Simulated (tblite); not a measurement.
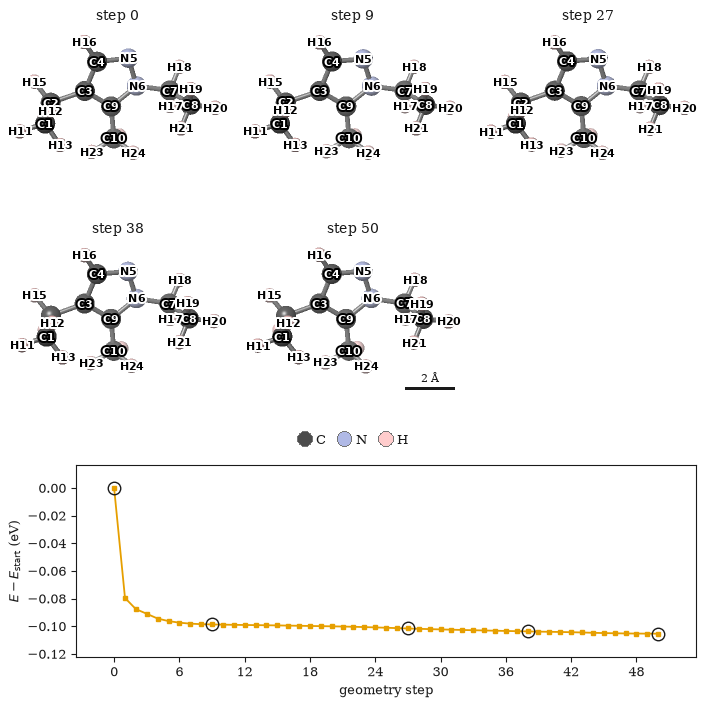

Frames of a relaxation of C8H14N2, marked on the history of the run. Style: ball-and-stick. Shown at a tilt.

The calculation used GFN2-xTB geometry optimisation, gas phase in tblite 0.8.0. 

### Describe the path.

The energy falls by 0.105 eV in 50 geometry steps. The largest move after the best rigid fit is that of an H atom, 0.18 Å. By element the largest moves are H 0.18 Å, C 0.11 Å, N 0.08 Å. Among the contacts that change: C–H 1.103 → 1.072 Å, N–N 1.355 → 1.332 Å, C–N 1.458 → 1.438 Å, C–H 1.107 → 1.092 Å. Among the angles between lasting bonds that change: C–N–N 103.0° → 106.1°, N–C–H 118.0° → 120.4°, C–C–N 113.6° → 111.3°. From step 0 to 9: an N atom moves most (0.04 Å), energy −0.099 eV. From step 9 to 27: an H atom moves most (0.07 Å), energy −0.003 eV. From step 27 to 38: an H atom moves most (0.06 Å), energy −0.002 eV. From step 38 to 50: an H atom moves most (0.07 Å), energy −0.002 eV.

```json
{"step": "0", "E − E(0), eV": "0.0000"}
{"step": "1", "E − E(0), eV": "-0.0795"}
{"step": "2", "E − E(0), eV": "-0.0875"}
{"step": "3", "E − E(0), eV": "-0.0909"}
{"step": "4", "E − E(0), eV": "-0.0944"}
{"step": "5", "E − E(0), eV": "-0.0962"}
{"step": "6", "E − E(0), eV": "-0.0974"}
{"step": "7", "E − E(0), eV": "-0.0981"}
{"step": "8", "E − E(0), eV": "-0.0984"}
{"step": "9", "E − E(0), eV": "-0.0986"}
{"step": "10", "E − E(0), eV": "-0.0988"}
{"step": "12", "E − E(0), eV": "-0.0990"}
{"step": "14", "E − E(0), eV": "-0.0992"}
{"step": "16", "E − E(0), eV": "-0.0995"}
{"step": "18", "E − E(0), eV": "-0.0997"}
{"step": "21", "E − E(0), eV": "-0.1001"}
{"step": "23", "E − E(0), eV": "-0.1005"}
{"step": "25", "E − E(0), eV": "-0.1010"}
{"step": "27", "E − E(0), eV": "-0.1016"}
{"step": "29", "E − E(0), eV": "-0.1020"}
{"step": "31", "E − E(0), eV": "-0.1024"}
{"step": "33", "E − E(0), eV": "-0.1028"}
{"step": "35", "E − E(0), eV": "-0.1032"}
{"step": "37", "E − E(0), eV": "-0.1035"}
{"step": "39", "E − E(0), eV": "-0.1038"}
{"step": "42", "E − E(0), eV": "-0.1042"}
{"step": "44", "E − E(0), eV": "-0.1047"}
{"step": "46", "E − E(0), eV": "-0.1050"}
{"step": "48", "E − E(0), eV": "-0.1052"}
{"step": "50", "E − E(0), eV": "-0.1053"}
```
